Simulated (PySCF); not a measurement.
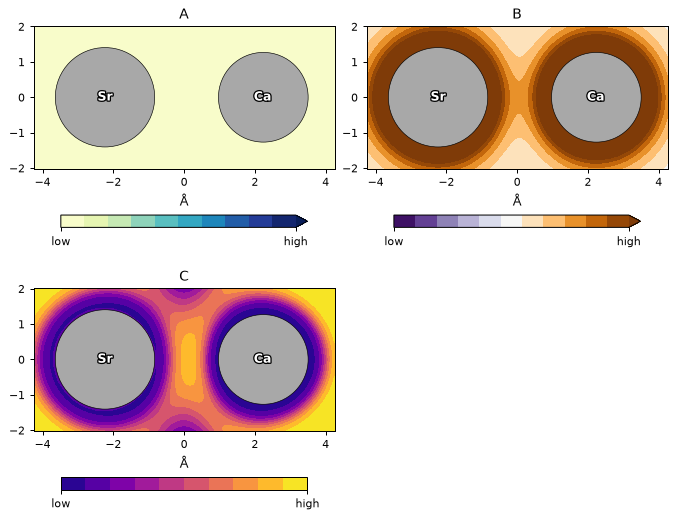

SrCa: 3 fields on a plane that holds the molecular axis, with unlabelled colour scales. Grey discs cover the atomic cores.

Core potentials replace the inner electrons of Sr.

Level of theory: PBE0/def2-SVP, non-relativistic Hamiltonian with scalar-relativistic core potentials where named, at a bond length of 4.473 Å (PySCF 2.14.0).

```xyz
2

Sr    0.0000    0.0000   -1.3979
Ca    0.0000    0.0000    3.0751
```

Question: Which field does each panel show? The fields are: electron density, electron localisation function and electrostatic potential.

Answer: Panel A: electron density. Panel B: electrostatic potential (strongly positive close to the atoms and fading to about zero outside). Panel C: electron localisation function. From the grid: Sr–Ca (4.47 Å): ρ at the midpoint is about 0.05 e/Å³; the ELF peaks at about 0.85 between the atoms.
